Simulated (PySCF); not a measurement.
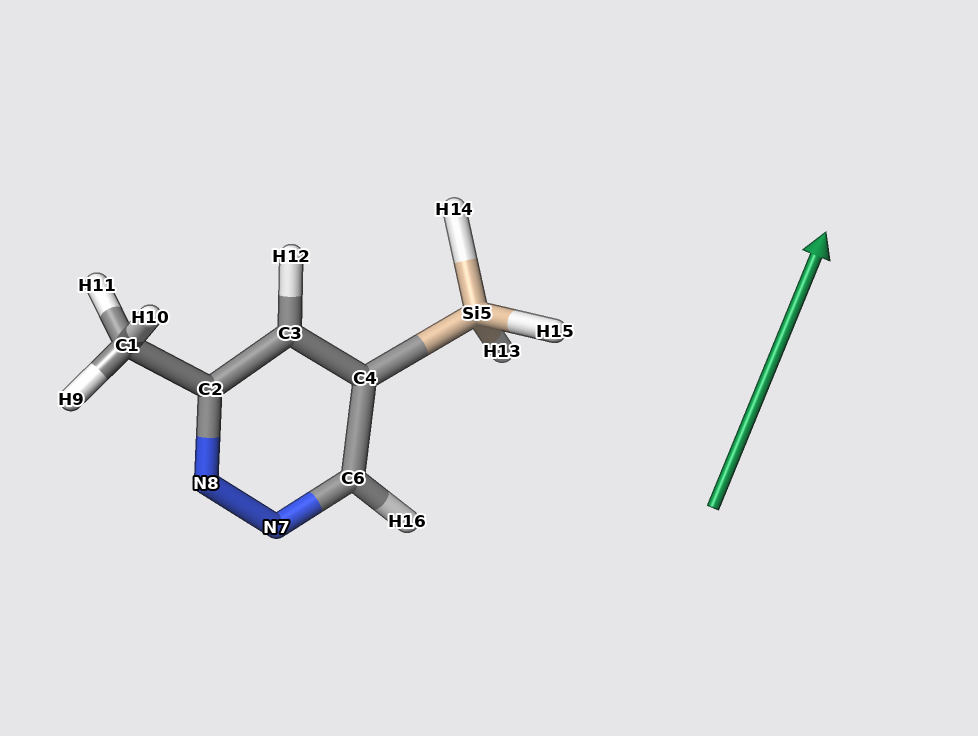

The arrow beside the molecule shows the direction of the dipole moment, from the negative to the positive end (its length means nothing). Computed geometry: GFN2-xTB optimisation. No frequency run is at hand to confirm it as a minimum. Method: B3LYP/def2-SVPD, gas phase (PySCF 2.14.0).

**Estimate the dipole moment.**

3.95 D; it points from the side of N7 to the side of H14 (the outermost atoms at the two ends).

The geometry is semi-empirical. Around Si such bond lengths and angles can be off by a tenth of an ångström or more and by several degrees, and values that hang on the shape move with them.
